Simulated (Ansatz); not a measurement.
**GeH₄O₃···H₂: density, localisation and related maps**

```yaml
atoms:
  - { symbol: Ge, position_ang: [0.4304, -0.0338, -0.2507] }
  - { symbol: H, position_ang: [-1.0017, 0.7255, 3.3708] }
  - { symbol: O, position_ang: [1.2431, -0.2694, -1.8165] }
  - { symbol: H, position_ang: [2.1932, -0.4207, -1.7178] }
  - { symbol: O, position_ang: [-0.9372, 1.0089, -0.6617] }
  - { symbol: H, position_ang: [-0.8783, 1.2924, -1.5855] }
  - { symbol: H, position_ang: [-0.0254, -1.3208, 0.4254] }
  - { symbol: O, position_ang: [1.5114, 0.7630, 0.9101] }
  - { symbol: H, position_ang: [1.6339, 1.7010, 0.7032] }
  - { symbol: H, position_ang: [-0.3726, 0.7838, 2.9804] }
```

Theory: RKS r2SCAN-D4/def2-mTZVP in Ansatz.

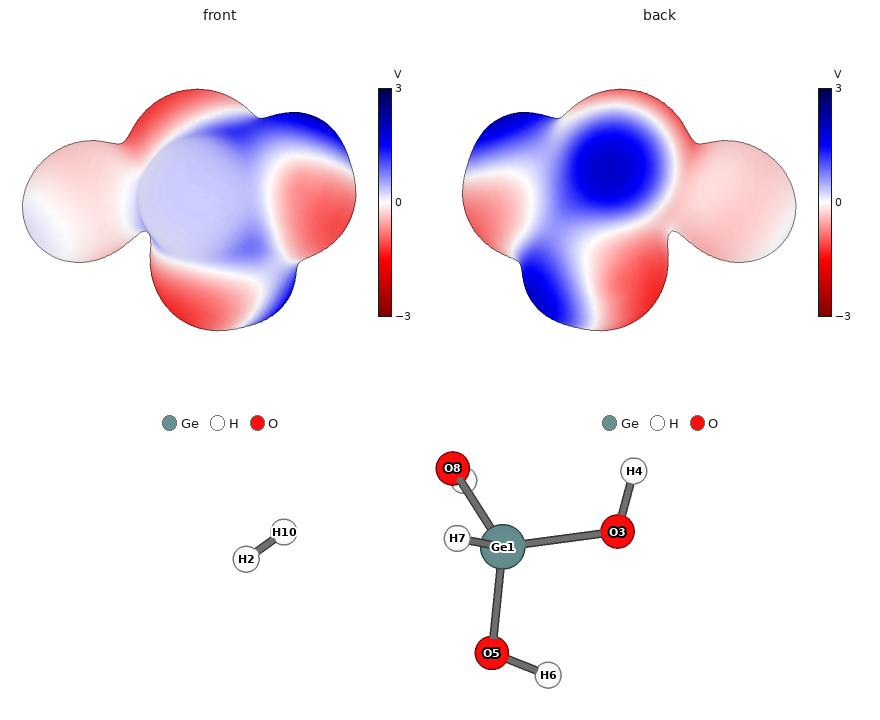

Figure 1. The electrostatic potential painted on the density surface at 0.001 e/bohr³, seen from the front and from behind; red is negative and blue positive. The bare structure is drawn below in the same view.

Q: Describe the electrostatic potential map.

A: The most negative region (about −1.3 V) lies over O5, the most positive (about +2.0 V) over H4 and H9. O5 is the likeliest acceptor of a hydrogen bond.

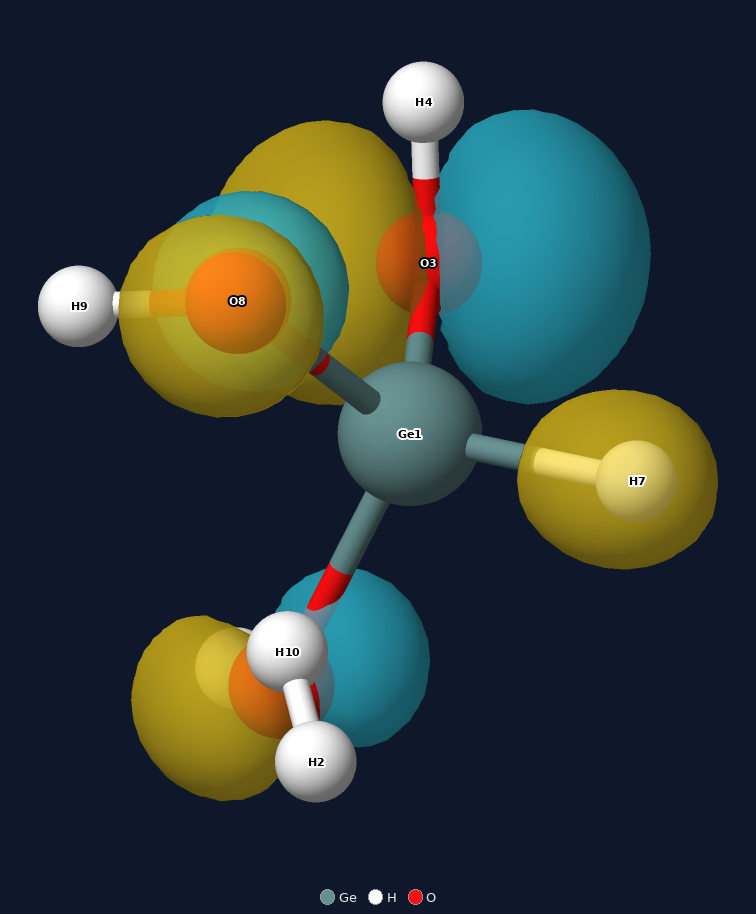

Figure 2. The HOMO−1 at ±0.15 Å⁻³ᐟ² (yellow and cyan are the two phases), seen at an oblique angle.

Q: Where does this orbital lie, and at what energy?

A: It lies mainly on O3 (about 55 %), O8 (about 15 %), O5 (about 10 %) and Ge1 (about 10 %). Its energy is −7.71 eV.

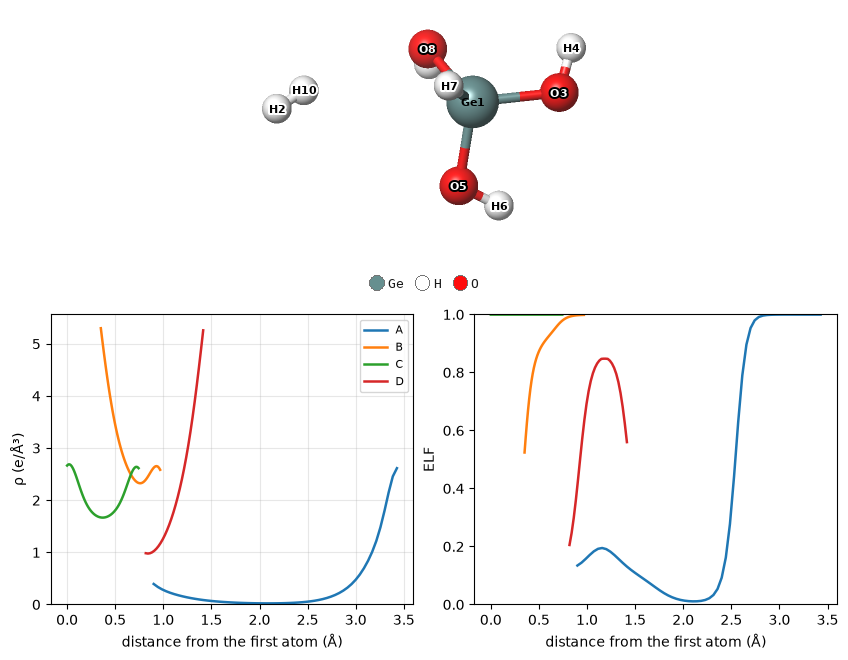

Figure 3. Total electron density and electron localisation function along straight lines between neighbouring atoms. The curves leave out the atomic cores. The structure is drawn too.

Q: Which curve belongs to which contact (Ge–H, Ge–O, H–H and O–H)? The first atom named is at distance zero.

A: Curve A: Ge1···H10 (3.43 Å): the density falls to about 0.02 e/Å³ on the way; the ELF dips to about 0 between them; a weak contact between the two molecules. Curve B: O–H (0.97 Å): ρ at the midpoint is about 3.6 e/Å³; the ELF climbs to about 1 towards the hydrogen, as it does in any bond to H (a covalent bond by its length). Curve C: H–H (0.74 Å): ρ at the midpoint is about 1.7 e/Å³; the ELF is about 1 at the midpoint. Curve D: Ge–O (1.77 Å): the density is about 1 e/Å³ at the midpoint; the ELF peaks at about 0.85 in the valence shell of O, 0.6 Å from its nucleus, and is about 0.35 at the midpoint.
